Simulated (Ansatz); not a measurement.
Input file:

```
crystal:
  periodic: [false, false, false]
  atoms:
    - { symbol: Ge, position_ang: [0.20237, 0.055219, -0.146982] }
    - { symbol: H, position_ang: [-0.036692, 0.022995, 1.383373] }
    - { symbol: F, position_ang: [1.920618, -0.180123, -0.40103] }
    - { symbol: F, position_ang: [-0.096097, 1.678131, -0.718698] }
    - { symbol: H, position_ang: [-0.537173, -0.955638, -1.044541] }
    - { symbol: S, position_ang: [-3.009641, 0.037777, 1.117534] }
    - { symbol: H, position_ang: [-3.114206, -1.317323, 0.994748] }
    - { symbol: H, position_ang: [-1.840879, -0.087737, 1.848795] }
basis:
  gaussian: { orbitals: def2-SVP }
hamiltonian:
  xc: pbe
relax:
  f_tol: 0.03
  max_steps: 50
output:
  orbitals: {}
```

Command:

```sh
ansatz run input.yaml --threads 2 --pin off --max-ram 3072MiB --backend cpu --events-out ev --progress --plain --runs-dir out
```

The fields are those of the run's last geometry, not of the input's.

Theory: RKS PBE/def2-SVP in Ansatz.

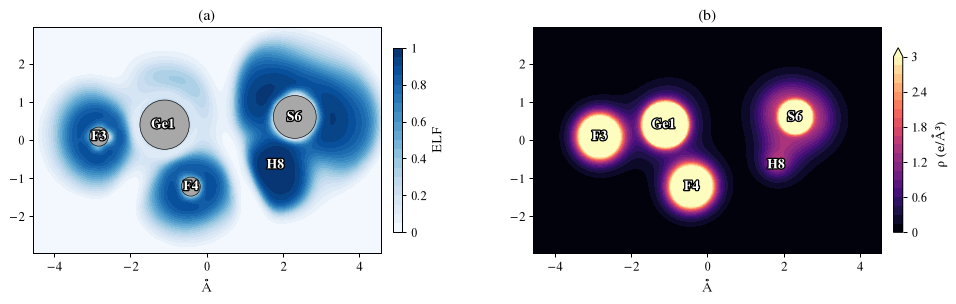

F₂GeH₂···H₂S. (a) electron localisation function; (b) electron density on the plane of atoms F3, Ge1 and F4. Grey discs cover the atomic cores in the ELF map.

Q: What do the fields say about this system?

A: The section cuts through Ge, F, S and H sites. Ge1···S6 (3.42 Å): the density falls to about 0.07 e/Å³ on the way; the ELF dips to about 0.05 between them. Ge–F (1.75 Å): ρ is about 0.89 e/Å³ halfway; the ELF peaks at about 0.80 in the valence shell of F, 0.5 Å from its nucleus, and is about 0.25 at the midpoint. S–H (1.36 Å): the density is about 1.4 e/Å³ at the midpoint; the ELF climbs to about 1 towards the hydrogen, as it does in any bond to H. The ELF also peaks beside F4, F3 and S6, away from the bonds: lone-pair regions.
